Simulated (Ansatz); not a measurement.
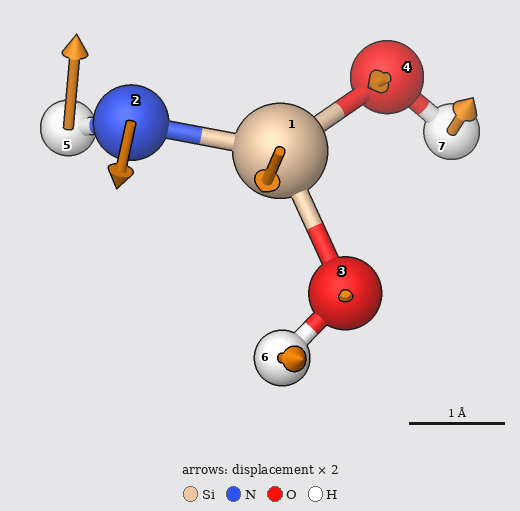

This is a relaxation of SiNH3O2. The starting structure is drawn; orange arrows show the displacements, 2 times their true length. The two geometries are superimposed by the best rigid fit.

The picture is a ball-and-stick view, seen at a tilt.

It is one of the separated products of a reaction.

Theory: RKS PBE0-D4/def2-TZVP in Ansatz 0.2.0.

The input:
```yaml
crystal:
  periodic: [false, false, false]
  atoms:
    - {symbol: Si, position_ang: [-0.493232, -0.188106, 0.066322]}
    - {symbol: N, position_ang: [-0.181880, -1.647037, 0.642904]}
    - {symbol: O, position_ang: [-0.811470, 0.142397, -1.531037]}
    - {symbol: O, position_ang: [-1.240280, 1.062968, 0.841956]}
    - {symbol: H, position_ang: [-0.855174, -2.318823, 0.968561]}
    - {symbol: H, position_ang: [-0.838743, -0.656289, -2.061978]}
    - {symbol: H, position_ang: [-1.816702, 1.586701, 0.282413]}
basis:
  gaussian: {orbitals: def2-TZVP}
hamiltonian: {xc: pbe0, dispersion: d4}
relax: {f_tol: 0.005, max_steps: 200}
```

Launched with:
```bash
ansatz run in.yaml --threads 8 --pin off --events-out ev --progress --plain --max-ram 19148MiB
```

Describe the change and its energy.

The energy falls by 20.2 kcal/mol in 8 accepted moves (9 points after the start). The largest force component goes from 2.8 to 0.0039 eV/Å. The line search rejected the trial step at point 5 of the run. The largest move after the best rigid fit is that of H5, 0.56 Å. By element the largest moves are H 0.56 Å, Si 0.43 Å, N 0.42 Å, O 0.18 Å. Near-neighbour distances that change, for instance: Si1–O3 1.662 → 1.623 Å, Si1–O4 1.651 → 1.619 Å, Si1–N2 1.599 → 1.576 Å. Among the angles between lasting bonds that change: N2–Si1–O4 127.6° → 133.1°, O3–Si1–O4 102.4° → 106.0°, N2–Si1–O3 124.4° → 120.9°. Groups turn about Si1–O4 by about 25°.
